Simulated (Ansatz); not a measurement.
**SrLiH3 (model cell, started as cubic perovskite with Sr in the octahedra): phonons and vibrational spectra**

Wanted: phonon frequencies of SrLiH3 (model cell, started as cubic perovskite with Sr in the octahedra) and what follows from them.

Main program and level: Ansatz 0.2.0; DFT PBEsol, scalar-relativistic, plane waves, PAW.

The structure was built from a prototype and need not be the compound's stable phase.

**1. Starting point**

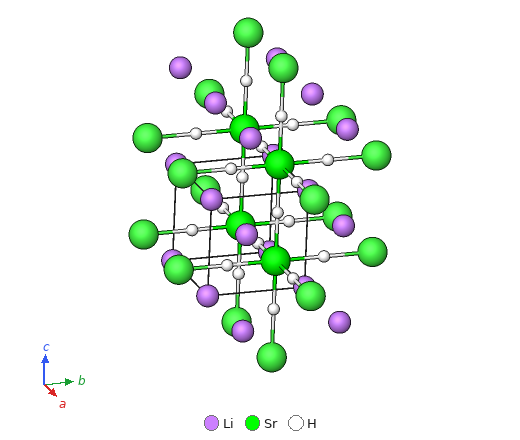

The starting structure, seen slightly off an axis (lithium purple, strontium green, hydrogen white). 2×1×2 cells are drawn. Some periodic images of atoms are drawn too.

**2. Relaxation**

Harmonic phonons are second derivatives at a point where the forces vanish, and they are wanted at zero stress, so atoms and cell are relaxed first.

File input.yaml:

```yaml
crystal:
  lattice:
    - [4.9588, 0.0, 0.0]
    - [0.0, 4.9588, 0.0]
    - [0.0, 0.0, 4.9588]
  atoms:
    - { symbol: Li, position: [0.0, 0.0, 0.0] }
    - { symbol: Sr, position: [0.5, 0.5, 0.5] }
    - { symbol: H, position: [0.5, 0.5, 0.0] }
    - { symbol: H, position: [0.5, 0.0, 0.5] }
    - { symbol: H, position: [0.0, 0.5, 0.5] }
kpoints:
  mp_grid: { grid: [6, 6, 6] }
hamiltonian:
  xc: pbesol
scf:
  occupations: { method: gaussian, width: 0.02 }
output:
  forces: true
  stress: true
  eigenvalues: true
relax:
  adjacent_minimum: "off"
  f_tol: 0.005
  max_steps: 80
  cell: { stress_tol: 0.05 }
```

Started as:

```bash
ansatz run input.yaml --threads 8 --pin off --max-ram 14336MiB --backend cpu --events-out ev --progress --plain --runs-dir out
```

Numbers of over 12 decimals in the logs are rounded to 6 here.

Output:

```text
Engine: ansatz 0.2.0, aarch64-unknown-linux-gnu
Pseudopotentials: kind: paw
Pseudopotential: Li, paw, valence charge 3, recommended cutoff 420 eV (normal), Li.paw.azcp
Pseudopotential: Sr, paw, valence charge 10, recommended cutoff 420 eV (normal), Sr.paw.azcp
Pseudopotential: H, paw, valence charge 1, recommended cutoff 420 eV (normal), H.paw.azcp
Functional definition: PBEsol
  exchange = pbesol_x
  correlation = pbesol_c
Crystal: 5 atoms, lattice volume = 121.935 Å³
Basis set: ecut = 420 eV, 2373 PW (Γ), exchange–correlation on 72×72×72 points (8 copies of the dense FFT grid, shifted against one another)
Bands: 13, of which v1, the nominal top of the filled ones, is band 8 counted from 1 (7 counted from 0)
Symmetry: 48 space group operations
Space group: Pm-3m (ITA 221), of the structure as read, at distance tolerance 5.0e-5 Å
k-points: 20 of 216
Non-local potential: Li, projectors of the file, l = 0: 3, l = 1: 2, l = 2: 1
Non-local potential: Sr, projectors of the file, l = 0: 3, l = 1: 2, l = 2: 2
Non-local potential: H, projectors of the file, l = 0: 2, l = 1: 1
PAW form: soft (Blöchl's): semilocal exchange-correlation on the pseudo side does not see the compensation charge
PAW frozen core: Sr, regenerated for the run's functional, and the local potential with it (the file was generated under x = pbe(κ = 0.804, μ = 0.219515), c = pbe(β = 0.066725))
PAW one-centre angular grid: Li, 110 points (default); XC on 64 Gauss nodes
PAW one-centre angular grid: Sr, 110 points (default); XC on 64 Gauss nodes
PAW one-centre angular grid: H, 110 points (default); XC on 64 Gauss nodes
Initial density: superposition of atomic densities (neutral atoms: chi_scale 0, normalization atom), corrected by the library's trained network
Initial wavefunctions: pseudopotential atomic-orbital guess
Functional: x = pbesol(κ = 0.804, μ = 0.123457), c = pbesol(β = 0.046)
SCF iter   1: F=—  HF=-3742.009299 eV  |F-HF|=—  |Δ(HF+E_count)|=         —  Δρ=5.60e-3  dr2=3.96e-2  ethr=1.77e-3  ⟨swp⟩=8.3  Hψ=1992  notcnv=0
preconditioner: auto → Resta (q_TF=auto, 1.945 Å⁻¹)  ε∞=3.5  [insulator: Δε(μ)=1.838 eV  Ē_g=5.194 eV  σ=0.020 eV  W_gap=1.00  n_scr=18 (ndim 8)  ℏωp=8.2 eV  f_vac=0.005  D(μ)=0.00/eV (n_scr^D=0)  ε∞_Penn≈3.5]
SCF iter   2: F=—  HF=-3742.000739 eV  |F-HF|=—  |Δ(HF+E_count)|=   8.56e-3  Δρ=2.12e-3  dr2=6.75e-3  ethr=2.48e-4  ⟨swp⟩=2.1  Hψ=510  notcnv=0  defer=5
SCF iter   3: F=—  HF=-3741.999700 eV  |F-HF|=—  |Δ(HF+E_count)|=   1.04e-3  Δρ=2.53e-4  dr2=1.34e-4  ethr=4.22e-5  ⟨swp⟩=2.0  Hψ=377  notcnv=0  defer=20
SCF iter   4: F=—  HF=-3741.999857 eV  |F-HF|=—  |Δ(HF+E_count)|=   1.56e-4  Δρ=5.46e-5  dr2=5.99e-6  ethr=8.38e-7  ⟨swp⟩=2.0  Hψ=300  notcnv=0  defer=20
SCF iter   5: F=—  HF=-3741.999852 eV  |F-HF|=—  |Δ(HF+E_count)|=   4.77e-6  Δρ=1.37e-5  dr2=4.94e-7  ethr=3.74e-8  ⟨swp⟩=2.4  Hψ=348  notcnv=0  defer=20
SCF iter   6: F=-3741.999852 eV  HF=-3741.999852 eV  |F-HF|=5.16e-9  |Δ(HF+E_count)|=   8.58e-8  Δρ=2.56e-6  dr2=7.47e-9  ethr=6.25e-10  ⟨swp⟩=9.7  Hψ=1418  notcnv=0
SCF 1 converged in 6 iterations: F = -3741.999852 eV  dr2 = 7.47e-9
  greatest PAW one-centre occupation: 0.999 electrons in one spin orbital (limit 2), on the Li atom at site 0 (counted from 0), in its partial waves of l = 0
relax step   1: F+E_penalty+E_count = -3741.99985199 eV  Δ(F+E_penalty+E_count) = +0.000e0 eV  max|allowed force component| = 2.062e-29 eV/Å  Δτ_max = 0.0000 Å  P = -3.385 GPa  Ω = 121.935 Å³  (6 SCF iters, dr2 threshold 1.00e-7 eV, accepted)
Crystal: 5 atoms, lattice volume = 104.958 Å³
Basis set: ecut = 420 eV, 2103 PW (Γ), exchange–correlation on 72×72×72 points (8 copies of the dense FFT grid, shifted against one another)
Initial density: handed on by an earlier stage of this run
Initial wavefunctions: those handed on with the density
iter 1 solved again at ethr=4.37e-4 eV; its pass at ethr=3.10e-3 eV (dr2=6.98e-2 eV) is discarded
SCF iter   1: F=—  HF=-3742.297421 eV  |F-HF|=—  |Δ(HF+E_count)|=         —  Δρ=6.47e-3  dr2=7.00e-2  ethr=4.37e-4  ⟨swp⟩=1.0  Hψ=2141  notcnv=0
preconditioner: auto → Resta (q_TF=auto, 1.994 Å⁻¹)  ε∞=3.4  [insulator: Δε(μ)=1.951 eV  Ē_g=5.737 eV  σ=0.020 eV  W_gap=1.00  n_scr=18 (ndim 8)  ℏωp=8.9 eV  f_vac=0.000  D(μ)=0.00/eV (n_scr^D=0)  ε∞_Penn≈3.4]
SCF iter   2: F=—  HF=-3742.281309 eV  |F-HF|=—  |Δ(HF+E_count)|=   1.61e-2  Δρ=2.65e-3  dr2=1.67e-2  ethr=4.37e-4  ⟨swp⟩=1.8  Hψ=304  notcnv=0
SCF iter   3: F=—  HF=-3742.277350 eV  |F-HF|=—  |Δ(HF+E_count)|=   3.96e-3  Δρ=5.39e-4  dr2=6.06e-4  ethr=1.04e-4  ⟨swp⟩=2.2  Hψ=419  notcnv=0
SCF iter   4: F=—  HF=-3742.277325 eV  |F-HF|=—  |Δ(HF+E_count)|=   2.51e-5  Δρ=7.51e-5  dr2=1.21e-5  ethr=3.78e-6  ⟨swp⟩=2.0  Hψ=400  notcnv=0
SCF iter   5: F=—  HF=-3742.277329 eV  |F-HF|=—  |Δ(HF+E_count)|=   3.91e-6  Δρ=2.32e-5  dr2=7.67e-7  ethr=7.58e-8  ⟨swp⟩=2.9  Hψ=378  notcnv=0
SCF iter   6: F=-3742.277329 eV  HF=-3742.277329 eV  |F-HF|=7.26e-10  |Δ(HF+E_count)|=   5.03e-7  Δρ=4.72e-6  dr2=1.96e-8  ethr=3.12e-9  ⟨swp⟩=6.9  Hψ=1341  notcnv=0
SCF 2 converged in 6 iterations: F = -3742.277329 eV  dr2 = 1.96e-8
relax step   2: F+E_penalty+E_count = -3742.27732903 eV  Δ(F+E_penalty+E_count) = -2.775e-1 eV  max|allowed force component| = 2.912e-30 eV/Å  Δτ_max = 0.0000 Å  P = -1.526 GPa  Ω = 104.958 Å³  energy of the carried Pulay correction = +4.439e-3 eV  (6 SCF iters, dr2 threshold 5.00e-7 eV, accepted)
Crystal: 5 atoms, lattice volume = 94.223 Å³
Basis set: ecut = 420 eV, 1839 PW (Γ), exchange–correlation on 72×72×72 points (8 copies of the dense FFT grid, shifted against one another)
iter 1 solved again at ethr=2.49e-4 eV; its pass at ethr=3.10e-3 eV (dr2=3.99e-2 eV) is discarded
SCF iter   1: F=—  HF=-3742.326532 eV  |F-HF|=—  |Δ(HF+E_count)|=         —  Δρ=5.29e-3  dr2=3.97e-2  ethr=2.49e-4  ⟨swp⟩=1.1  Hψ=2046  notcnv=0
preconditioner: auto → Resta (q_TF=auto, 2.030 Å⁻¹)  ε∞=3.5  [insulator: Δε(μ)=1.739 eV  Ē_g=5.964 eV  σ=0.020 eV  W_gap=1.00  n_scr=18 (ndim 8)  ℏωp=9.4 eV  f_vac=0.000  D(μ)=0.00/eV (n_scr^D=0)  ε∞_Penn≈3.5]
SCF iter   2: F=—  HF=-3742.317272 eV  |F-HF|=—  |Δ(HF+E_count)|=   9.26e-3  Δρ=2.18e-3  dr2=9.25e-3  ethr=2.48e-4  ⟨swp⟩=1.9  Hψ=310  notcnv=0
SCF iter   3: F=—  HF=-3742.314983 eV  |F-HF|=—  |Δ(HF+E_count)|=   2.29e-3  Δρ=4.16e-4  dr2=2.85e-4  ethr=5.78e-5  ⟨swp⟩=2.0  Hψ=412  notcnv=0
SCF iter   4: F=—  HF=-3742.314965 eV  |F-HF|=—  |Δ(HF+E_count)|=   1.79e-5  Δρ=6.16e-5  dr2=6.02e-6  ethr=1.78e-6  ⟨swp⟩=2.0  Hψ=324  notcnv=0
SCF iter   5: F=-3742.314967 eV  HF=-3742.314966 eV  |F-HF|=1.44e-7  |Δ(HF+E_count)|=   1.64e-6  Δρ=1.96e-5  dr2=3.75e-7  ethr=3.12e-9  ⟨swp⟩=8.6  Hψ=1589  notcnv=0
SCF 3 converged in 5 iterations: F = -3742.314967 eV  dr2 = 3.75e-7
relax step   3: F+E_penalty+E_count = -3742.31496660 eV  Δ(F+E_penalty+E_count) = -3.764e-2 eV  max|allowed force component| = 5.055e-30 eV/Å  Δτ_max = 0.0000 Å  P = +0.682 GPa  Ω = 94.223 Å³  energy of the carried Pulay correction = +7.607e-3 eV  (5 SCF iters, dr2 threshold 5.00e-7 eV, accepted)
[...]
relax step   4: F+E_penalty+E_count = -3742.31974867 eV  Δ(F+E_penalty+E_count) = -4.782e-3 eV  max|allowed force component| = 3.311e-30 eV/Å  Δτ_max = 0.0000 Å  P = -0.068 GPa  Ω = 97.297 Å³  energy of the carried Pulay correction = +6.668e-3 eV  (5 SCF iters, dr2 threshold 5.00e-7 eV, accepted)
[...]
relax step   5: F+E_penalty+E_count = -3742.31989796 eV  Δ(F+E_penalty+E_count) = -1.493e-4 eV  max|allowed force component| = 3.750e-30 eV/Å  Δτ_max = 0.0000 Å  P = -0.003 GPa  Ω = 97.011 Å³  energy of the carried Pulay correction = +6.754e-3 eV  (4 SCF iters, dr2 threshold 1.15e-8 eV, accepted)
Basis set: ecut = 420 eV, 1863 PW (Γ), exchange–correlation on 64×64×64 points (8 copies of the dense FFT grid, shifted against one another)
Initial wavefunctions: pseudopotential atomic-orbital guess (no wavefunctions were taken with the density)
iter 1 solved again at ethr=1.91e-7 eV; its pass at ethr=3.10e-3 eV (dr2=3.05e-5 eV) is discarded
SCF iter   1: F=—  HF=-3742.316041 eV  |F-HF|=—  |Δ(HF+E_count)|=         —  Δρ=2.69e-4  dr2=6.91e-6  ethr=1.91e-7  ⟨swp⟩=4.0  Hψ=2806  notcnv=0
preconditioner: auto → Resta (q_TF=auto, 2.020 Å⁻¹)  ε∞=3.5  [insulator: Δε(μ)=1.666 eV  Ē_g=5.815 eV  σ=0.020 eV  W_gap=1.00  n_scr=18 (ndim 8)  ℏωp=9.2 eV  f_vac=0.000  D(μ)=0.00/eV (n_scr^D=0)  ε∞_Penn≈3.5]
SCF iter   2: F=—  HF=-3742.316057 eV  |F-HF|=—  |Δ(HF+E_count)|=   1.64e-5  Δρ=1.37e-4  dr2=1.63e-6  ethr=4.32e-8  ⟨swp⟩=2.0  Hψ=320  notcnv=0
SCF iter   3: F=—  HF=-3742.316075 eV  |F-HF|=—  |Δ(HF+E_count)|=   1.81e-5  Δρ=5.90e-6  dr2=4.17e-9  ethr=1.02e-8  ⟨swp⟩=2.0  Hψ=320  notcnv=0
SCF iter   4: F=—  HF=-3742.316075 eV  |F-HF|=—  |Δ(HF+E_count)|=   3.66e-8  Δρ=2.43e-7  dr2=8.37e-11  ethr=2.61e-11  ⟨swp⟩=2.1  Hψ=385  notcnv=0
SCF iter   5: F=-3742.316075 eV  HF=-3742.316075 eV  |F-HF|=2.73e-12  |Δ(HF+E_count)|=  1.10e-10  Δρ=7.93e-8  dr2=1.06e-11  ethr=1.00e-12  ⟨swp⟩=5.5  Hψ=1007  notcnv=0
SCF 6 converged in 5 iterations: F = -3742.316075 eV  dr2 = 1.06e-11
relax step   6: F+E_penalty+E_count = -3742.31607533 eV  Δ(F+E_penalty+E_count) = +3.823e-3 eV  max|allowed force component| = 2.949e-30 eV/Å  Δτ_max = 0.0000 Å  P = -0.040 GPa  Ω = 97.011 Å³  stress off target by 3.96e-2 GPa  SCF on the basis re-selected at this cell (its energy is not comparable with the rows above)  (5 SCF iters)
basis re-selected at this cell: Δ(F+E_penalty+E_count) = +3.823e-3 eV, ΔP = -0.037 GPa vs the last step (what re-selecting the basis moved, of the pressure what is left beyond the Pulay correction that the steps carried, after the strain that the cell walked since its last selection, with what the two solves' SCF thresholds leave and, on support functions, any second-order correction that the steps lacked; it is no measure of the basis error at this ecutwfc). The dense FFT grid was sized anew with the basis: this SCF ran on 32×32×32 points, the steps before it on 36×36×36, so part of this shift can come from that change (see relax.cell in the input reference). [rest of the remark cut]
SCF converged after 5 iterations
Free energy (F): -3742.316075 eV
Harris-Foulkes:  -3742.316075 eV  (|F-HF|=2.73e-12)
Internal energy: -3742.316075 eV  (E = F + TS)
E sigma→0 (E₀):  -3742.316075 eV
Fermi energy:    1.553200 eV
--- Per-component energies (eV) ---
  E_band       = -243.758601
  E_kinetic    = 305.079386
  E_local      = -1029.712284  (includes V_loc(G=0)·N_el)
  E_nonlocal   = 174.390745
  E_hartree    = 284.633978
  E_xc         = -207.214339
  E_vxc        = -207.683812  (∫ρ·V_xc dr)
  E_paw        = -2665.371719  (= ΣΔE_a)
  E_vpaw       = -55.097247  (= ΣTr[D̂ρ^β])
  E_aug_tail   = -0.003358  (compensation charges beyond the density's cutoff)
  E_ewald      = -604.252831
  E_core_change = 0.134347  (= ΣΔE_core)
  E_smearing   = -0.000000  (= −TS)
  E_closure    = -0.000000  (closes the sum)
  Σ components = -3742.316075   (vs F -3742.316075, Δ=0.00e0)
--- Forces (eV/Å), atoms counted from 1 ---
  atom   1  Li    -0.00000000     0.00000000    -0.00000000
  atom   2  Sr     0.00000000    -0.00000000     0.00000000
  atom   3  H      0.00000000     0.00000000     0.00000000
  atom   4  H     -0.00000000    -0.00000000     0.00000000
  atom   5  H      0.00000000     0.00000000     0.00000000
  max |Σ_I F_I| component: 3.66e-30 eV/Å
--- Stress (GPa, compression-positive) ---
       -0.039587       0.000000       0.000000
        0.000000      -0.039587      -0.000000
        0.000000      -0.000000      -0.039587
  P = ⅓ Tr σ = -0.0396 GPa (-0.396 kbar)
--- Band table (eV; the first three rows and the last of 20) ---
  k-point 0: bands = [... 4 lower, -14.1458, -2.5245, -0.2807, -0.2807, 5.8612, 5.8612, 5.8612, 6.0046, ... 1 higher]
  k-point 1: bands = [... 4 lower, -14.1444, -2.3388, -0.2458, -0.2134, 4.9653, 5.6872, 5.6872, 6.7493, ... 1 higher]
  k-point 2: bands = [... 4 lower, -14.1416, -1.9141, -0.1735, -0.1551, 4.5298, 5.3906, 5.3906, 6.9739, ... 1 higher]
  k-point 19: bands = [... 4 lower, -14.2547, 0.7199, 0.7199, 0.7199, 2.9889, 2.9889, 2.9889, 5.1645, ... 1 higher]
--- Relaxed structure (5 steps of the walk, 5 accepted, 1 SCFs on fresh bases) ---
  F+E_penalty+E_count = -3742.31607533 eV   max|allowed force component| = 2.949e-30 eV/Å   (the final SCF, on the basis selected at the relaxed cell)
  cell:  # Å, volume = 97.0111 Å³
    - [4.594877, 0, 0]
    - [0, 4.594877, 0]
    - [0, 0, 4.594877]
  atoms:
    - { symbol: Li, position: [0, 0, 0] }
    - { symbol: Sr, position: [0.5, 0.5, 0.5] }
    - { symbol: H, position: [0.5, 0.5, 0] }
    - { symbol: H, position: [0.5, 0, 0.5] }
    - { symbol: H, position: [0, 0.5, 0.5] }
```

It took 2.1 s on 8 threads of Arm Neoverse V2, shared host; peak memory 0.43 GiB; 12 s of CPU time.

Step by step:

```
step  energy less that of the first step (eV)  largest force component (eV/Å)  pressure (GPa)  volume (Å³)
   1                                   0.0000                          0.0000           -3.38       121.94
   2                                  -0.2775                          0.0000           -1.53       104.96
   3                                  -0.3151                          0.0000            0.68        94.22
   4                                  -0.3199                          0.0000           -0.07        97.30
   5                                  -0.3200                          0.0000            0.00        97.01
  6*                                  -0.3162                          0.0000           -0.04        97.01
```

Relaxation steps marked * repeat the geometry before them on a plane-wave basis chosen anew for their cell, so energy and pressure can jump there.

The run keeps the 48 symmetry operations that it works with, so distortions that break them were not tested.

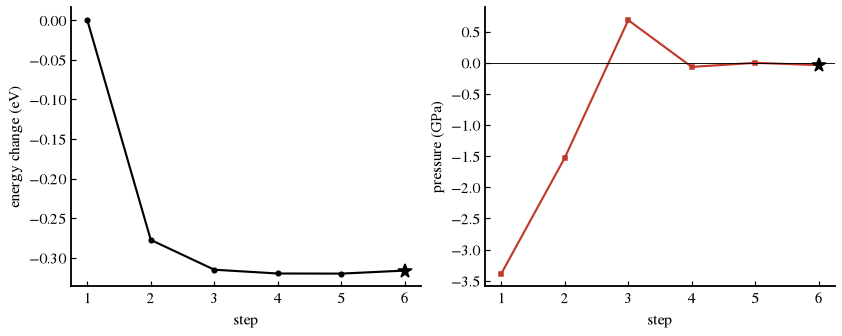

Energy and pressure along the relaxation. Stars mark steps on a basis chosen anew.

```
conventional cell, symmetrised  before  after   change
                         a (Å)   4.959  4.595   -7.3 %
                         b (Å)   4.959  4.595   -7.3 %
                         c (Å)   4.959  4.595   -7.3 %
              volume (Å³/atom)   24.39  19.40  -20.4 %
```

The relaxed structure:

```cif
data_structure
_symmetry_space_group_name_H-M 'P 1'
_symmetry_Int_Tables_number 1
_cell_length_a 4.5949
_cell_length_b 4.5949
_cell_length_c 4.5949
_cell_angle_alpha 90.000
_cell_angle_beta 90.000
_cell_angle_gamma 90.000
_cell_volume 97.01
loop_
_atom_site_label
_atom_site_type_symbol
_atom_site_fract_x
_atom_site_fract_y
_atom_site_fract_z
_atom_site_occupancy
Li1 Li 0.00000 0.00000 0.00000 1
Sr2 Sr 0.50000 0.50000 0.50000 1
H3 H 0.50000 0.50000 0.00000 1
H4 H 0.50000 0.00000 0.50000 1
H5 H 0.00000 0.50000 0.50000 1
```

Numbers from this step:

- pressure: -0.03959 GPa
- gap on the k-mesh: 1.667 eV
- volume per atom: 19.40 Å³
- direct gap on mesh: 2.119 eV

In this step the volume went from 24.39 to 19.40 Å³/atom.

**3. Relaxation**

The relaxation is repeated from its end on the same settings, as a check that it has come to rest.

input.yaml, as its differences from that of step 2:

```diff
@@ -2,5 +2,5 @@
   lattice:
-    - [4.9588, 0.0, 0.0]
-    - [0.0, 4.9588, 0.0]
-    - [0.0, 0.0, 4.9588]
+    - [4.5948765194, 0.0, 0.0]
+    - [0.0, 4.5948765194, 0.0]
+    - [0.0, 0.0, 4.5948765194]
   atoms:
```

Output:

```text
[...]
Crystal: 5 atoms, lattice volume = 97.011 Å³
Basis set: ecut = 420 eV, 1863 PW (Γ), exchange–correlation on 64×64×64 points (8 copies of the dense FFT grid, shifted against one another)
Bands: 13, of which v1, the nominal top of the filled ones, is band 8 counted from 1 (7 counted from 0)
Symmetry: 48 space group operations
[...]
k-points: 20 of 216
[...]
--- Relaxed structure (1 steps of the walk, 1 accepted, 1 SCFs on fresh bases) ---
[...]
cell:  # Å, volume = 97.0111 Å³
    - [4.5948765194, 0.0, 0.0]
    - [0.0, 4.5948765194, 0.0]
    - [0.0, 0.0, 4.5948765194]
  atoms:
    - { symbol: Li, position: [0.0, 0.0, 0.0] }
    - { symbol: Sr, position: [0.5, 0.5, 0.5] }
    - { symbol: H, position: [0.5, 0.5, 0.0] }
    - { symbol: H, position: [0.5, 0.0, 0.5] }
    - { symbol: H, position: [0.0, 0.5, 0.5] }
[key lines of the parts left out:]
SCF converged after 5 iterations
Free energy (F): -3742.316075 eV
Fermi energy:    1.553200 eV
P = ⅓ Tr σ = -0.0396 GPa (-0.396 kbar)
```

Wall time 0.71 s (8 threads); peak memory 0.38 GiB.

Little changed from the start: no atom moved by 0.005 Å and no cell edge by 0.1 %.

In this step the volume went from 19.40 to 19.40 Å³/atom.

(Continued in part 2 of 3.)

[Logs are printed without paths, hosts, clocks, repeated set-up lines and the standing remarks that a program may print on its own settings, such as how far it seeks lower states.]

[Hosts, paths, dates, database ids (printed as entryN), source tags and the programs' standing remarks are cut or masked in the printed files.]
